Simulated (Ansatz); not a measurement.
## Dielectric function and optical constants of La2O3

Aim: the dielectric function of La2O3, and the optical constants that follow from it.

Calculated with Ansatz 0.2.0; DFT, PBE, plane-wave PAW, default files, scalar-relativistic, independent-particle optical response without local fields.

### 1. Starting point

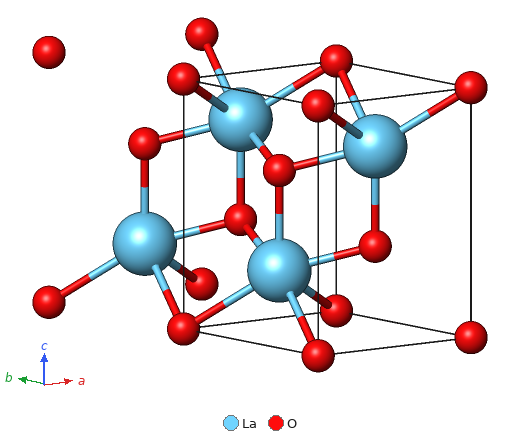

Start, viewed from a free direction; lanthanum blue, oxygen red. 1×2×1 cells are drawn. Bonds to atoms that aren't drawn are left out. Some periodic images of atoms are drawn too.

### 2. Ground state and bands

The self-consistent density comes first; it also tells whether there is a gap, which decides the occupations and the need for a Drude term.

This step: DFT, PBE, plane-wave PAW, default files, scalar-relativistic, ground state (Ansatz 0.2.0).

input.yaml reads:

```yaml
crystal:
  lattice:
    - [3.930777878, 0.0, 0.0]
    - [-1.965388939, 3.404153499, 0.0]
    - [0.0, 0.0, 6.11195352]
  atoms:
    - { symbol: La, position: [0.3333333333, 0.6666666667, 0.24623568] }
    - { symbol: La, position: [0.6666666667, 0.3333333333, 0.75376432] }
    - { symbol: O, position: [0.0, 0.0, 0.0] }
    - { symbol: O, position: [0.3333333333, 0.6666666667, 0.64589065] }
    - { symbol: O, position: [0.6666666667, 0.3333333333, 0.35410935] }
kpoints:
  mp_grid: { grid: [7, 7, 4] }
  band_path:
    path:
      - [[0.0, 0.0, 0.0], [0.5, 0.0, 0.0], [0.33333333, 0.33333333, 0.0], [0.0, 0.0, 0.0], [0.0, 0.0, 0.5], [0.5, 0.0, 0.5], [0.33333333, 0.33333333, 0.5], [0.0, 0.0, 0.5]]
      - [[0.5, 0.0, 0.5], [0.5, 0.0, 0.0]]
      - [[0.33333333, 0.33333333, 0.0], [0.33333333, 0.33333333, 0.5]]
    npoints: 6
scf:
  occupations: { method: fermi_dirac, width: 0.05 }
  n_extra_bands: 9
hamiltonian:
  xc: pbe
  pseudopotentials: { kind: paw }
output:
  forces: true
  stress: true
  populations: true
  write_bands: true
  write_density: true
  write_potential: true
  elf: true
  volumetric_format: npy
```

Started as:

```sh
$ ansatz run input.yaml --threads 4 --pin off --max-ram 8192MiB --backend cpu --events-out ev --progress --plain --runs-dir out
```

Numbers of over 12 decimals in the logs are rounded to 6 here.

The program printed:

```text
La: projections on atomic orbitals take those of the free atom [Kr 4d10] 4f0 5s2 5p6 5d1 6s2, of charge +0.00 (hamiltonian.pseudopotentials.projection_atoms); the dataset's partial waves leave at most 1.9e-5 of an orbital's norm unspanned inside its sphere
scf.n_extra_bands = 9 over 20 filled bands (N_el = 40.0): the run solves 29 bands
Engine: ansatz 0.2.0, aarch64-unknown-linux-gnu
Pseudopotentials: kind: paw
Pseudopotential: La, paw, valence charge 11, recommended cutoff 420 eV (normal), La.paw.azcp
Pseudopotential: O, paw, valence charge 6, recommended cutoff 420 eV (normal), O.paw.azcp
Functional definition: PBE
  parameter kappa = 0.804
  parameter beta = 0.066725
  exchange = pbe_x(kappa = kappa, mu = beta*pi^2/3)
  correlation = pbe_c(beta = beta)
Crystal: 5 atoms, lattice volume = 81.784 Å³
Basis set: ecut = 420 eV, 1641 PW (Γ), exchange–correlation on 54×54×90 points (8 copies of the dense FFT grid, shifted against one another)
Bands: 29, of which v1, the nominal top of the filled ones, is band 20 counted from 1 (19 counted from 0)
Symmetry: 12 space group operations
Space group: P-3m1 (ITA 164), of the structure as read, at distance tolerance 4.3e-5 Å
k-points: 28 of 196
Non-local potential: La, projectors of the file, l = 0: 3, l = 1: 2, l = 2: 2, l = 3: 3
Non-local potential: O, projectors of the file, l = 0: 2, l = 1: 2, l = 2: 1
PAW form: soft (Blöchl's): semilocal exchange-correlation on the pseudo side does not see the compensation charge
PAW one-centre angular grid: La, 590 points (default); XC on 64 Gauss nodes
PAW one-centre angular grid: O, 110 points (default); XC on 64 Gauss nodes
Initial density: superposition of atomic densities (neutral atoms: chi_scale 0, normalization atom), corrected by the library's trained network
Initial wavefunctions: pseudopotential atomic-orbital guess
Functional: x = pbe(κ = 0.804, μ = 0.219515), c = pbe(β = 0.066725)
SCF iter   1: F=—  HF=-14212.059096 eV  |F-HF|=—  |Δ(HF+E_count)|=         —  Δρ=2.30e-3  dr2=4.46e-3  ethr=1.77e-3  ⟨swp⟩=5.1  Hψ=3493  notcnv=0
preconditioner: auto → Resta (q_TF=auto, 2.422 Å⁻¹)  ε∞=4.7  [insulator: Δε(μ)=3.930 eV  Ē_g=12.747 eV  σ=0.050 eV  W_gap=1.00  n_scr=22 (ndim 8)  ℏωp=24.6 eV  f_vac=0.023  D(μ)=0.00/eV (n_scr^D=0)  ε∞_Penn≈4.7]
SCF iter   2: F=—  HF=-14212.059570 eV  |F-HF|=—  |Δ(HF+E_count)|=   4.73e-4  Δρ=1.43e-3  dr2=9.49e-4  ethr=1.12e-5  ⟨swp⟩=2.1  Hψ=1624  notcnv=0  defer=4
SCF iter   3: F=—  HF=-14212.059998 eV  |F-HF|=—  |Δ(HF+E_count)|=   4.29e-4  Δρ=6.65e-4  dr2=3.64e-4  ethr=2.37e-6  ⟨swp⟩=2.0  Hψ=1141  notcnv=0  defer=4
SCF iter   4: F=—  HF=-14212.060182 eV  |F-HF|=—  |Δ(HF+E_count)|=   1.84e-4  Δρ=1.04e-4  dr2=7.67e-6  ethr=9.11e-7  ⟨swp⟩=2.4  Hψ=1099  notcnv=0  defer=4
SCF iter   5: F=—  HF=-14212.060169 eV  |F-HF|=—  |Δ(HF+E_count)|=   1.29e-5  Δρ=5.85e-5  dr2=2.63e-6  ethr=1.92e-8  ⟨swp⟩=2.0  Hψ=1201  notcnv=0  defer=4
SCF iter   6: F=—  HF=-14212.060169 eV  |F-HF|=—  |Δ(HF+E_count)|=   1.10e-7  Δρ=2.51e-5  dr2=3.84e-7  ethr=6.57e-9  ⟨swp⟩=2.0  Hψ=1195  notcnv=0  defer=4
SCF iter   7: F=-14212.060169 eV  HF=-14212.060169 eV  |F-HF|=2.61e-8  |Δ(HF+E_count)|=   4.13e-8  Δρ=5.64e-6  dr2=2.51e-8  ethr=2.50e-10  ⟨swp⟩=14.5  Hψ=6205  notcnv=0
SCF 1 converged in 7 iterations: F = -14212.060169 eV  dr2 = 2.51e-8
  greatest PAW one-centre occupation: 0.973 electrons in one spin orbital (limit 2), on the La atom at site 1 (counted from 0), in its partial waves of l = 0
NSCF: frozen V_eff on 57 k-points
SCF converged after 7 iterations
Free energy (F): -14212.060169 eV
Harris-Foulkes:  -14212.060169 eV  (|F-HF|=2.61e-8)
Internal energy: -14212.060169 eV  (E = F + TS)
E sigma→0 (E₀):  -14212.060169 eV
Fermi energy:    11.655955 eV
--- Per-component energies (eV) ---
  E_band       = -6.404839
  E_kinetic    = 912.934383
  E_local      = -1532.902890  (includes V_loc(G=0)·N_el)
  E_nonlocal   = 336.615107
  E_hartree    = 547.315178
  E_xc         = -503.632518
  E_vxc        = -582.212766  (∫ρ·V_xc dr)
  E_paw        = -11307.954176  (= ΣΔE_a)
  E_vpaw       = -235.474491  (= ΣTr[D̂ρ^β])
  E_aug_tail   = 0.007195  (compensation charges beyond the density's cutoff)
  E_ewald      = -2664.442448
  E_smearing   = -0.000000  (= −TS)
  E_closure    = -0.000000  (closes the sum)
  Σ components = -14212.060169   (vs F -14212.060169, Δ=0.00e0)
--- Forces (eV/Å), atoms counted from 1 ---
  atom   1  La    -0.00000000     0.00000000    -0.01603720
  atom   2  La     0.00000000    -0.00000000     0.01603720
  atom   3  O      0.00000000     0.00000000     0.00000000
  atom   4  O      0.00000000    -0.00000000     0.00711934
  atom   5  O      0.00000000     0.00000000    -0.00711934
  max |Σ_I F_I| component: 1.85e-17 eV/Å
--- Stress (GPa, compression-positive) ---
        1.806240      -0.000000      -0.000000
       -0.000000       1.806240      -0.000000
       -0.000000       0.000000       2.072691
  P = ⅓ Tr σ = 1.8951 GPa (18.951 kbar)
--- Band table (eV; the first three rows and the last of 28) ---
  k-point 0: bands = [... 16 lower, 8.0512, 9.3278, 9.3278, 9.5904, 13.9924, 14.2808, 14.2808, 14.8588, ... 5 higher]
  k-point 1: bands = [... 16 lower, 8.4163, 9.2947, 9.3731, 9.3731, 14.1283, 14.3412, 14.3412, 14.8332, ... 5 higher]
  k-point 2: bands = [... 16 lower, 8.6997, 8.9253, 9.4245, 9.4245, 14.3519, 14.3960, 14.3960, 14.6287, ... 5 higher]
  k-point 27: bands = [... 16 lower, 9.1135, 9.2843, 9.3523, 9.6643, 14.0212, 14.4231, 14.4986, 14.7592, ... 5 higher]
--- Löwdin populations: 5 sites ---
  site symbol       q [e]
     0     La     10.1057
     1     La     10.1057
     2      O      6.6776
     3      O      6.5100
     4      O      6.5100
  spilling = 0.002272 (of n_electrons = 40.000000)
```

It took 2.6 s on 4 threads of Arm Neoverse V1, shared host; peak memory 0.36 GiB.

Read-outs, printed or worked out from the files:

```
free energy                  : -14212.0602 eV
Fermi energy                 : 11.66 eV
gap by band count            : 3.895 eV
electrons                    : 40
symmetry operations          : 12
pressure                     : 1.895 GPa
gap on the k-mesh            : 3.895 eV
volume                       : 81.78 Å³
gap on the path              : 3.841 eV
least direct gap on the path : 3.966 eV
```

There is a gap, 3.84 eV on the path, so no carriers' term is needed. The cell is left with a pressure of 1.9 GPa and forces up to 0.02 eV/Å, as it stands unrelaxed at this level.

The electronic bands at the labelled points (eV, zero at the Fermi level; v1 is the highest filled band, c1 the lowest empty one):

| point | v4 | v3 | v2 | v1 | c1 | c2 | c3 | c4 |
| --- | --- | --- | --- | --- | --- | --- | --- | --- |
| Γ | -3.60 | -2.33 | -2.33 | -2.07 | 2.34 | 2.62 | 2.62 | 3.20 |
| M | -2.68 | -2.60 | -2.36 | -2.24 | 1.90 | 2.72 | 3.15 | 3.20 |
| K | -2.77 | -2.77 | -2.74 | -2.05 | 1.91 | 2.76 | 2.76 | 2.98 |
| Γ | -3.60 | -2.33 | -2.33 | -2.07 | 2.34 | 2.62 | 2.62 | 3.20 |
| A | -2.96 | -2.73 | -2.23 | -2.23 | 2.70 | 2.74 | 2.74 | 2.97 |
| L | -2.90 | -2.65 | -2.31 | -1.94 | 2.43 | 2.65 | 3.05 | 3.18 |
| H | -2.50 | -2.22 | -2.22 | -2.17 | 2.29 | 2.86 | 2.92 | 2.92 |
| A | -2.96 | -2.73 | -2.23 | -2.23 | 2.70 | 2.74 | 2.74 | 2.97 |
| jump to L | -2.90 | -2.65 | -2.31 | -1.94 | 2.43 | 2.65 | 3.05 | 3.18 |
| M | -2.68 | -2.60 | -2.36 | -2.24 | 1.90 | 2.72 | 3.15 | 3.20 |
| jump to K | -2.77 | -2.77 | -2.74 | -2.05 | 1.91 | 2.76 | 2.76 | 2.98 |
| H | -2.50 | -2.22 | -2.22 | -2.17 | 2.29 | 2.86 | 2.92 | 2.92 |

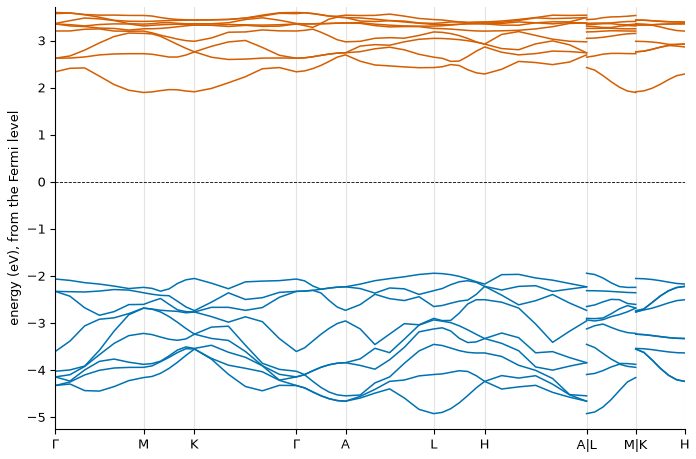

Electronic bands along the path; lines of filled and empty bands in two colours.

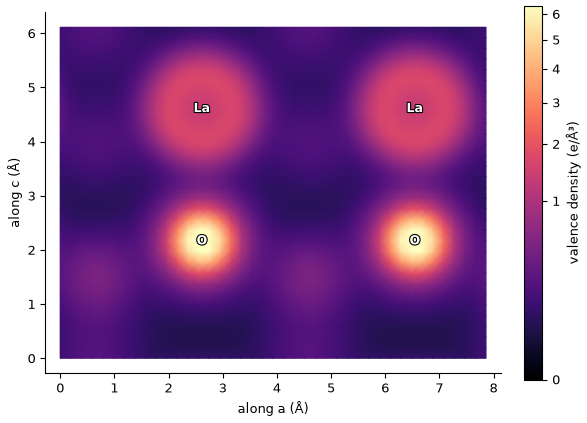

Valence density in the ac plane at fractional y = 0.333, with atoms of La and O within 0.2 Å of it. It is the smooth field of the valence electrons, not physical close to the nuclei. The colour scale is stretched toward low values.

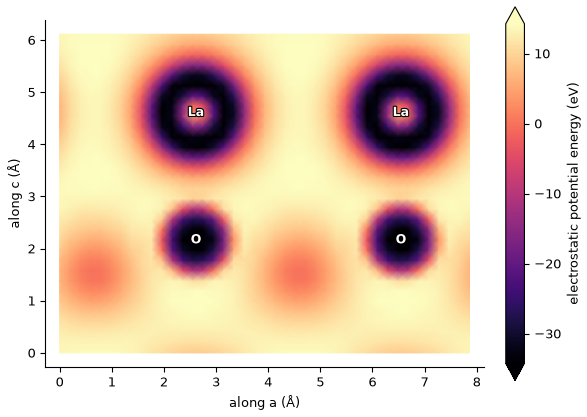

Electrostatic potential energy in the ac plane at fractional y = 0.333, with atoms of La and O within 0.2 Å of it. With pseudopotentials it is smooth inside the atoms' cores, unlike the true potential.

### 3. Spectrum

The spectrum is a sum over vertical transitions between filled and empty bands at the fixed density, so many empty bands are needed.

This step: DFT, PBE, plane-wave PAW, default files, scalar-relativistic, independent-particle optical response without local fields (Ansatz 0.2.0).

input.yaml, the sections that differ from step 2:

```yaml
kpoints:
  mp_grid: { grid: [7, 7, 4] }
scf:
  occupations: { method: fixed }
output:
  optics:
    e_range: [0, 20]
    de: 0.05
    sigma: 0.1
    nscf_kmesh: { grid: [6, 6, 4] }
    bands: { spectra_wanted_up_to: 20 }
# crystal, hamiltonian: as in step 2
```

The program printed:

```text
[...]
Crystal: 5 atoms, lattice volume = 81.784 Å³
Basis set: ecut = 420 eV, 1641 PW (Γ)
Bands: 25, of which v1, the nominal top of the filled ones, is band 20 counted from 1 (19 counted from 0)
Symmetry: 12 space group operations
[...]
k-points: 28 of 196
[...]
SCF iter   1: F=—  HF=-14212.059132 eV  |F-HF|=—  |Δ(HF+E_count)|=         —  Δρ=2.31e-3  dr2=4.49e-3  ethr=1.77e-3  ⟨swp⟩=4.8  Hψ=2903  notcnv=0  defer=68
[...]
SCF iter  10: F=-14212.060279 eV  HF=-14212.060279 eV  |F-HF|=1.09e-11  |Δ(HF+E_count)|=  2.64e-10  Δρ=8.11e-8  dr2=7.11e-12  ethr=1.00e-12  ⟨swp⟩=11.7  Hψ=3333  notcnv=0
SCF 1 converged in 10 iterations: F = -14212.060279 eV  dr2 = 7.11e-12
[...]
NSCF: frozen V_eff on 24 k-points
output.optics: what the bands over the 61 summed would add to eps1, eps2 and the energy-loss function is held between a lower and an upper bound (10 Lanczos steps). eps1, eps2 and their loss function (loss_summed_bands) are given on every row as the summed bands alone make them. Along an axis, on a row where the two bounds hold the loss function to about 1 % of the greater of itself and 0.5 % of |1/eps|, its cell (loss_completed) is given, with the completed eps1 and eps2 that it is formed of (a cell that is left empty reads nan in the table and null in the record). The two bounds hold it so along every axis on all 401 rows up to 20.000 eV. [rest of the remark cut]
SCF converged after 10 iterations
Free energy (F): -14212.060279 eV
[...]
Internal energy: -14212.060279 eV  (E = F + TS)
E sigma→0 (E₀):  -14212.060279 eV
Fermi energy:    9.692960 eV
[...]
--- Band table (eV; the first three rows and the last of 28) ---
  k-point 0: bands = [... 16 lower, 8.0512, 9.3278, 9.3278, 9.5904, 13.9925, 14.2808, 14.2808, 14.8589, ... 1 higher]
  k-point 1: bands = [... 16 lower, 8.4164, 9.2947, 9.3731, 9.3731, 14.1284, 14.3412, 14.3412, 14.8332, ... 1 higher]
  k-point 2: bands = [... 16 lower, 8.6998, 8.9253, 9.4246, 9.4246, 14.3520, 14.3961, 14.3961, 14.6287, ... 1 higher]
  k-point 27: bands = [... 16 lower, 9.1135, 9.2843, 9.3523, 9.6643, 14.0214, 14.4231, 14.4987, 14.7592, ... 1 higher]
```

Wall time 34 s (4 threads); peak memory 0.99 GiB.

Numbers from this step:

```
electronic dielectric constant ε∞, mean over x, y and z (by symmetry where fewer were run) : 4.971
absorption onset, first axis (α over 10⁴ cm⁻¹, or the direct gap if that lies higher)      : 4.090 eV
main peak of Im epsilon, first axis                                                        : 9.878 eV
centre of weight of the strongest loss peak in the window                                  : 13.00 eV
least direct gap on the mesh                                                               : 3.967 eV
bands summed                                                                               : 61
spectra valid up to                                                                        : 23.37 eV
program's estimate of the k-sum error in Im epsilon                                        : 0.19 %
electrons in the f-sum                                                                     : 29.12
```

The Im ε has structure finer than the step of the table below, so its rows give means over 1 eV, whole bins alone (the curve runs from 0 to 20 eV). Peaks (eV: height): E ∥ x or y 5.0: 4.90, 6.5: 6.64, 7.2: 7.74, 9.9: 8.56, 17.6: 3.11; E ∥ z 5.9: 7.32, 6.5: 6.51, 7.5: 7.60, 9.2: 7.65, 9.9: 6.63, 18.3: 4.06.

Table of Im ε by photon energy; means over each step:

| photon energy (eV) | E ∥ x or y | E ∥ z |
| --- | --- | --- |
| 3 | 0 | 0 |
| 4 | 0.544 | 0.635 |
| 5 | 3.78 | 3.85 |
| 6 | 5.95 | 6.32 |
| 7 | 6.08 | 5.81 |
| 8 | 5.20 | 4.94 |
| 9 | 5.55 | 5.97 |
| 10 | 6.65 | 4.90 |
| 11 | 2.40 | 1.41 |
| 12 | 1.28 | 0.734 |
| 13 | 0.588 | 0.336 |
| 14 | 0.665 | 0.500 |
| 15 | 0.907 | 0.853 |
| 16 | 1.17 | 1.71 |
| 17 | 1.26 | 1.72 |
| 18 | 2.40 | 3.24 |
| 19 | 2.06 | 2.59 |

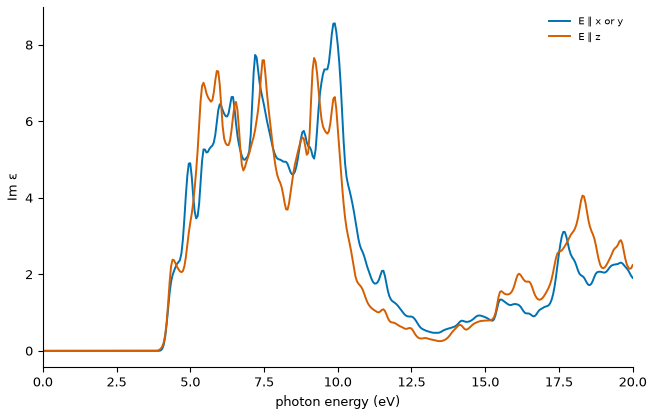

Im ε, plotted against photon energy.

Table of Re ε by photon energy:

| photon energy (eV) | E ∥ x or y | E ∥ z |
| --- | --- | --- |
| 0 | 5.00 | 4.91 |
| 2 | 5.32 | 5.23 |
| 4 | 7.57 | 7.52 |
| 6 | 6.03 | 3.93 |
| 8 | 2.14 | 1.22 |
| 10 | -2.18 | -2.79 |
| 12 | -0.903 | -0.166 |
| 14 | 1.02 | 1.64 |
| 16 | 1.40 | 2.43 |
| 18 | 1.03 | 2.24 |
| 20 | 1.15 | 1.15 |

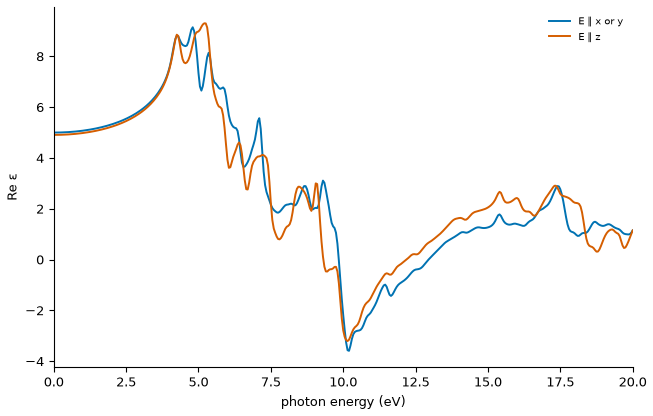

Re ε against photon energy.

The reflectivity at normal incidence has structure finer than the step of the table below, so its rows give means over 1 eV, whole bins alone (the curve runs from 0 to 20 eV). Peaks (eV: height): E ∥ x or y 7.2: 31.8, 10.2: 51.2, 11.7: 44.3, 17.7: 16.8; E ∥ z 5.4: 31.0, 7.5: 32.9, 10.6: 53.8, 18.4: 23.1.

The reflectivity at normal incidence by photon energy; means over each step:

| photon energy (eV) | E ∥ x or y (%) | E ∥ z (%) |
| --- | --- | --- |
| 1 | 14.9 | 14.6 |
| 2 | 15.7 | 15.4 |
| 3 | 17.4 | 17.1 |
| 4 | 22.1 | 21.9 |
| 5 | 26.0 | 27.0 |
| 6 | 27.7 | 27.9 |
| 7 | 27.3 | 26.3 |
| 8 | 25.4 | 25.5 |
| 9 | 26.2 | 29.3 |
| 10 | 43.1 | 44.2 |
| 11 | 45.3 | 45.8 |
| 12 | 38.2 | 23.6 |
| 13 | 17.2 | 3.35 |
| 14 | 2.62 | 2.18 |
| 15 | 3.78 | 5.19 |
| 16 | 5.37 | 9.12 |
| 17 | 6.89 | 9.39 |
| 18 | 13.8 | 17.5 |
| 19 | 11.3 | 16.9 |

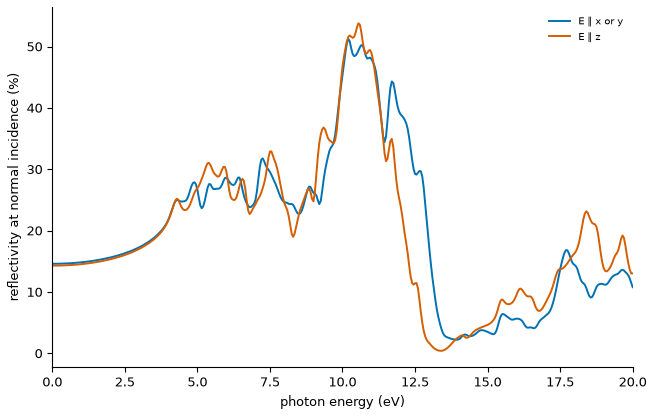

Reflectivity at normal incidence against photon energy.

The loss function −Im 1/ε at q → 0 has structure finer than the step of the table below, so its rows give means over 2 eV, whole bins alone (the curve runs from 0 to 20 eV). Peaks (eV: height): E ∥ x or y 13.0: 1.88, 18.4: 0.407; E ∥ z 12.6: 1.71, 18.9: 0.422.

Table of loss function −Im 1/ε at q → 0 by energy loss; means over each step:

| energy loss (eV) | E ∥ x or y | E ∥ z |
| --- | --- | --- |
| 2 | 0 | 0 |
| 4 | 0.0131 | 0.0123 |
| 6 | 0.0860 | 0.0952 |
| 8 | 0.149 | 0.160 |
| 10 | 0.154 | 0.185 |
| 12 | 0.710 | 1.06 |
| 14 | 0.681 | 0.214 |
| 16 | 0.304 | 0.208 |
| 18 | 0.295 | 0.240 |

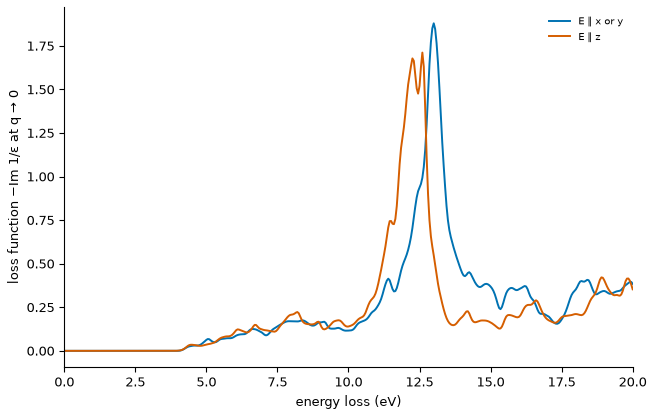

Loss function −Im 1/ε at q → 0 against energy loss.

Values under 1 per cm are given as 1. Absorption coefficient against photon energy:

| photon energy (eV) | E ∥ x or y (1/cm) | E ∥ z (1/cm) |
| --- | --- | --- |
| 0.00 | 1 | 1 |
| 2.00 | 1 | 1 |
| 4.00 | 872 | 4142 |
| 6.00 | 7.2e5 | 8.7e5 |
| 8.00 | 1.0e6 | 1.1e6 |
| 10.00 | 2.3e6 | 2.2e6 |
| 12.00 | 1.3e6 | 8.1e5 |
| 14.00 | 4.4e5 | 3.2e5 |
| 16.00 | 7.8e5 | 8.6e5 |
| 18.00 | 1.6e6 | 1.6e6 |
| 20.00 | 1.5e6 | 1.7e6 |

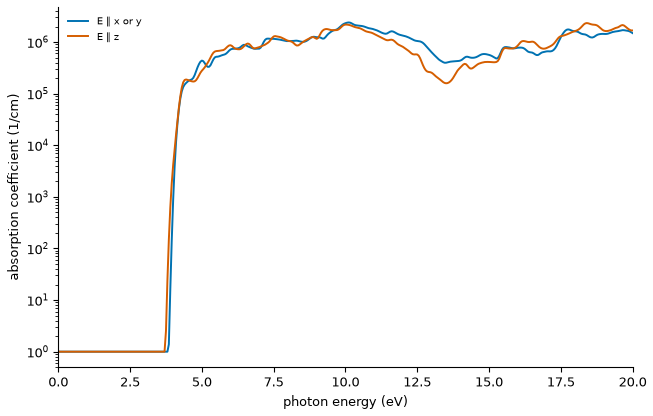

Absorption coefficient, plotted against photon energy.

At chosen wavelengths:

| wavelength (nm) | n xy | k xy | R (%) xy | 1/α xy | n z | k z | R (%) z | 1/α z |
| --- | --- | --- | --- | --- | --- | --- | --- | --- |
| 1064 | 2.26 | 0.000 | 14.9 | over 1 mm | 2.24 | 0.000 | 14.6 | over 1 mm |
| 800 | 2.28 | 0.000 | 15.2 | over 1 mm | 2.26 | 0.000 | 14.9 | over 1 mm |
| 633 | 2.30 | 0.000 | 15.6 | over 1 mm | 2.28 | 0.000 | 15.3 | over 1 mm |
| 532 | 2.34 | 0.000 | 16.1 | over 1 mm | 2.32 | 0.000 | 15.8 | over 1 mm |
| 450 | 2.39 | 0.000 | 16.8 | over 1 mm | 2.37 | 0.000 | 16.5 | over 1 mm |
| 248 | 2.84 | 0.862 | 26.7 | 23 nm | 3.05 | 0.549 | 26.9 | 36 nm |
| 193 | 2.50 | 1.326 | 28.6 | 12 nm | 2.45 | 1.210 | 26.7 | 13 nm |

Rows near the edge hang on the gap, which this functional as a rule makes too small, and phonon-assisted absorption is left out.

Through 1 µm of it, D65 light comes out colourless, dimmed by reflection (x = 0.315, y = 0.331; 73 % transmitted).

At 1064 nm the birefringence n(z) − n(x) is -0.021: the crystal is uniaxial negative at this level.

The f-sum over the summed bands holds 29.1 of the cell's 40 electrons outside the frozen cores, 22 of which lie in bands more than 12 eV below the Fermi level, whose transitions come at higher energies. Up to 20 eV the strength has a mean oscillator energy of 9.2 eV, close to the main peak.

[end of part 1 of 2]

[Logs are printed without paths, hosts, clocks, repeated set-up lines and the standing remarks that a program may print on its own settings, such as how far it seeks lower states.]

[Hosts, paths, dates, database ids (printed as entryN), source tags and the programs' standing remarks are cut or masked in the printed files.]
